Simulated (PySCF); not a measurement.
**One shape, several levels: singlet [AlCl2]+**

Aim: a comparison of 6 runs (B3LYP/STO-3G, PBE/STO-3G, SVWN5/STO-3G, BCCD(T)/STO-3G, CCSDT(Q)/STO-3G, QCISD(T)/STO-3G) of singlet [AlCl2]+. Input form: a Python script.

Program for the calculation: PySCF 2.14.0.

7 further runs of the same task are left out: 7 set aside as unsound or not needed.

## (1) The system as given

The species is [AlCl2]+ (3 atoms), meant as a singlet with charge +1. SMILES of the parent species: `[Cl][Al][Cl]`. Geometry: relaxed at PBE0-D4/def2-TZVP. That shape belongs to the parent species and isn't relaxed for this state.

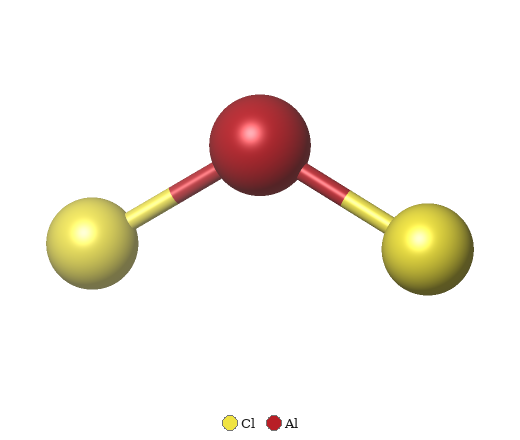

Viewed from a chosen angle; chlorine yellow, aluminium red.

## (2) The energy at B3LYP/STO-3G (run 1)

job.py reads:

```python
from pyscf import gto, dft

mol = gto.M(
    atom='''
Cl     2.597995     1.640849     1.584913
Al    -0.816551     0.983980    -0.334859
Cl    -1.802043    -2.747284    -1.274998
''',
    unit='bohr',
    max_memory=1860,
    basis='sto-3g',
    verbose=3,
    charge=1,
)

calc0 = dft.RKS(mol)
calc0.xc = 'b3lyp'
calc0.conv_tol = 1e-10
calc0.grids.level = 5
calc0.kernel()
if not calc0.converged:
    calc0 = calc0.newton().run(calc0.mo_coeff, calc0.mo_occ)

e_final = calc0.e_tot
print('Final energy', e_final)
```

On the command line:

```console
$ OMP_NUM_THREADS=1 python job.py
```

Log:

```text
converged SCF energy = -1149.7305498885
Final energy -1149.7305498884969
```

Wall time 2.8 s (1 thread of Arm Neoverse V2, shared host); peak memory 0.22 GiB.

## (3) A single-point energy at PBE/STO-3G (run 2)

run.py reads:

```python
from pyscf import gto, dft

molecule = gto.M(
    atom='''
Cl       1.374800       0.868300       0.838700
Al      -0.432100       0.520700      -0.177200
Cl      -0.953600      -1.453800      -0.674700
''',
    spin=0,
    basis='sto-3g',
    max_memory=1860,
    verbose=4,
    charge=1,
)

mf = dft.RKS(molecule)
mf.xc = 'pbe'
mf.conv_tol = 1e-10
mf.grids.level = 5
mf.kernel()
if not mf.converged:
    mf = mf.newton().run(mf.mo_coeff, mf.mo_occ)

e_final = mf.e_tot
print('Final energy', e_final)
```

On the command line:

```console
$ OMP_NUM_THREADS=1 python run.py
```

Log:

```text
PySCF version 2.14.0

[INPUT] num. atoms = 3
[INPUT] num. electrons = 46
[INPUT] charge = 1
[INPUT] spin (= nelec alpha-beta = 2S) = 0
[INPUT] symmetry False subgroup None
[INPUT] Mole.unit = angstrom
[INPUT] Symbol           X                Y                Z      unit          X                Y                Z       unit  Magmom
[INPUT]  1 Cl     1.374800000000   0.868300000000   0.838700000000 AA    2.597995476052   1.640849193960   1.584913300673 Bohr   0.0
[INPUT]  2 Al    -0.432100000000   0.520700000000  -0.177200000000 AA   -0.816550658425   0.983980393061  -0.334859469273 Bohr   0.0
[INPUT]  3 Cl    -0.953600000000  -1.453800000000  -0.674700000000 AA   -1.802042832385  -2.747283839893  -1.274998216244 Bohr   0.0

nuclear repulsion = 153.526194899035
number of shells = 15
number of NR pGTOs = 81
number of NR cGTOs = 27
basis = sto-3g
ecp = {}

******** <class 'pyscf.dft.rks.RKS'> ********
method = RKS
initial guess = minao
damping factor = 0
level_shift factor = 0
DIIS = <class 'pyscf.scf.diis.CDIIS'>
diis_start_cycle = 1
diis_space = 8
diis_damp = 0
SCF conv_tol = 1e-10
SCF conv_tol_grad = None
SCF max_cycles = 50
direct_scf = True
direct_scf_tol = 1e-13
XC library pyscf.dft.libxc version 7.0.0
    S. Lehtola, C. Steigemann, M. J.T. Oliveira, and M. A.L. Marques.,  SoftwareX 7, 1–5 (2018)
XC functionals = pbe
    J. P. Perdew, K. Burke, and M. Ernzerhof.,  Phys. Rev. Lett. 77, 3865 (1996)
    J. P. Perdew, K. Burke, and M. Ernzerhof.,  Phys. Rev. Lett. 78, 1396 (1997)
    J. P. Perdew, K. Burke, and M. Ernzerhof.,  Phys. Rev. Lett. 77, 3865 (1996)
    J. P. Perdew, K. Burke, and M. Ernzerhof.,  Phys. Rev. Lett. 78, 1396 (1997)
radial grids:
    Treutler-Ahlrichs [JCP 102, 346 (1995); DOI:10.1063/1.469408] (M4) radial grids

becke partition: Becke, JCP 88, 2547 (1988); DOI:10.1063/1.454033
pruning grids: <function nwchem_prune>
grids dens level: 5
symmetrized grids: False
atomic radii adjust function: <function treutler_atomic_radii_adjust>
small_rho_cutoff = 0
Set gradient conv threshold to 1e-05
Initial guess from minao.
tot grids = 129144
init E= -1148.84457221636
  HOMO = -0.417812831100294  LUMO = -0.162142410318476  gap/eV = 6.95715
cycle= 1 E= -1148.96831618651  delta_E= -0.124  |g|= 0.604  |ddm|= 2.41
  HOMO = -0.358540821436137  LUMO = -0.349799594290616  gap/eV = 0.23786
cycle= 2 E= -1147.24865629451  delta_E= 1.72  |g|=    2  |ddm|= 4.62
  HOMO = -0.447529421888543  LUMO = -0.369465741257625  gap/eV = 2.12422
cycle= 3 E= -1149.18471249586  delta_E= -1.94  |g|= 0.104  |ddm|= 3.45
  HOMO = -0.449571870339158  LUMO = -0.380588430030477  gap/eV = 1.87714
cycle= 4 E= -1149.18712105526  delta_E= -0.00241  |g|= 0.0512  |ddm|= 0.135
  HOMO = -0.453293436026172  LUMO = -0.379818076039106  gap/eV = 1.99937
cycle= 5 E= -1149.18846274543  delta_E= -0.00134  |g|= 0.0163  |ddm|= 0.0931
  HOMO = -0.454593474110957  LUMO = -0.379370445182803  gap/eV = 2.04692
cycle= 6 E= -1149.18858268913  delta_E= -0.00012  |g|= 0.00522  |ddm|= 0.0383
  HOMO = -0.454694291751782  LUMO = -0.379324787412819  gap/eV = 2.05091
cycle= 7 E= -1149.1886023142  delta_E= -1.96e-05  |g|= 0.000938  |ddm|= 0.016
  HOMO = -0.454771120533634  LUMO = -0.379259910876002  gap/eV = 2.05476
cycle= 8 E= -1149.18860285279  delta_E= -5.39e-07  |g|= 7.13e-05  |ddm|= 0.00283
  HOMO = -0.454764959349144  LUMO = -0.379262842188538  gap/eV = 2.05452
cycle= 9 E= -1149.18860285569  delta_E= -2.9e-09  |g|= 2.85e-06  |ddm|= 0.000172
  HOMO = -0.454764628541287  LUMO = -0.379262952213075  gap/eV = 2.05451
cycle= 10 E= -1149.1886028557  delta_E= -9.09e-12  |g|= 1.7e-07  |ddm|= 8.76e-06
  HOMO = -0.454764591996598  LUMO = -0.379262981866219  gap/eV = 2.05450
Extra cycle  E= -1149.1886028557  delta_E= -4.55e-13  |g|= 4.18e-07  |ddm|= 1.47e-06
converged SCF energy = -1149.1886028557
Final energy -1149.1886028556955
```

Run time: 2.6 s. Hardware: 1 thread of Arm Neoverse V2, shared host; peak memory 0.22 GiB.

Runs 3 to 5 aren't shown in full; the table further down has their settings and results.

## (4) A single-point energy at QCISD(T)/STO-3G (run 6)

run.py reads:

```python
from pyscf import gto, scf, cc

system = gto.M(
    atom='Cl 1.374800 0.868300 0.838700; Al -0.432100 0.520700 -0.177200; Cl -0.953600 -1.453800 -0.674700',
    charge=1,
    basis='sto-3g',
    verbose=4,
    max_memory=1860,
)

hf = scf.RHF(system)
hf.conv_tol = 1e-10
hf.kernel()
if not hf.converged:
    hf = hf.newton().run(hf.mo_coeff, hf.mo_occ)

mycc = cc.QCISD(hf, frozen=15)
mycc.kernel()
e_t = mycc.qcisd_t()
e_final = mycc.e_tot + e_t
print(f'total energy: {e_final:.8f} hartree')
```

On the command line:

```console
$ OMP_NUM_THREADS=1 python run.py
```

Log:

```text
PySCF version 2.14.0

[INPUT] num. atoms = 3
[INPUT] num. electrons = 46
[INPUT] charge = 1
[INPUT] spin (= nelec alpha-beta = 2S) = 0
[INPUT] symmetry False subgroup None
[INPUT] Mole.unit = angstrom
[INPUT] Symbol           X                Y                Z      unit          X                Y                Z       unit  Magmom
[INPUT]  1 Cl     1.374800000000   0.868300000000   0.838700000000 AA    2.597995476052   1.640849193960   1.584913300673 Bohr   0.0
[INPUT]  2 Al    -0.432100000000   0.520700000000  -0.177200000000 AA   -0.816550658425   0.983980393061  -0.334859469273 Bohr   0.0
[INPUT]  3 Cl    -0.953600000000  -1.453800000000  -0.674700000000 AA   -1.802042832385  -2.747283839893  -1.274998216244 Bohr   0.0

nuclear repulsion = 153.526194899035
number of shells = 15
number of NR pGTOs = 81
number of NR cGTOs = 27
basis = sto-3g
ecp = {}

[... 39 lines left out ...]
converged SCF energy = -1148.06711848547
[... 11 lines left out ...]
Init t2, MP2 energy = -1148.10853702401  E_corr(MP2) -0.0414185385465231
[... 13 lines left out ...]
QCISD converged
[... 2 lines left out ...]
total energy: -1148.12446210 hartree
```

Run time: 0.58 s. Hardware: 1 thread of Arm Neoverse V2, shared host; peak memory 0.1 GiB.

## (5) The series

```
run            level  integration grid  frozen core orbitals   energy (Eh)  HOMO energy (eV)  LUMO energy (eV)  HOMO–LUMO gap (eV)  wall time
  1     B3LYP/STO-3G                 5                     –  -1149.730550            -13.51             -9.80                3.71      2.8 s
  2       PBE/STO-3G                 5                     –  -1149.188603            -12.37            -10.32                2.05      2.6 s
  3     SVWN5/STO-3G                 5                     –  -1145.618093            -12.43            -10.44                1.99      1.6 s
  4   BCCD(T)/STO-3G                 –                    15  -1148.123332                 –                 –                   –     0.84 s
  5  CCSDT(Q)/STO-3G                 –                    15  -1148.124374            -17.07             -6.06               11.01      1.5 s
  6  QCISD(T)/STO-3G                 –                    15  -1148.124462            -17.07             -6.06               11.01     0.58 s
```

## (6) Outcome

```
                                           quantity           value
                                run 6: total energy  -1148.12446 Eh
         run 6: HOMO energy (Hartree–Fock orbitals)       -17.07 eV
         run 6: LUMO energy (Hartree–Fock orbitals)        -6.06 eV
       run 6: HOMO–LUMO gap (Hartree–Fock orbitals)        11.01 eV
run 6: correlation energy (15 core orbitals frozen)       -57.3 mEh
                              run 6: (T) correction       -2.52 mEh
                               run 6: T1 diagnostic           0.025
```

In words: Over runs 1, 2, 3 the HOMO–LUMO gap runs from 1.99 eV (SVWN5/STO-3G) to 3.71 eV (B3LYP/STO-3G). Totals of different functionals can't be ranked against each other. In runs 1, 2, 3, 4, 5, 6 the basis is minimal, so the values are rough. All runs together took 10 s, the longest 2.8 s.
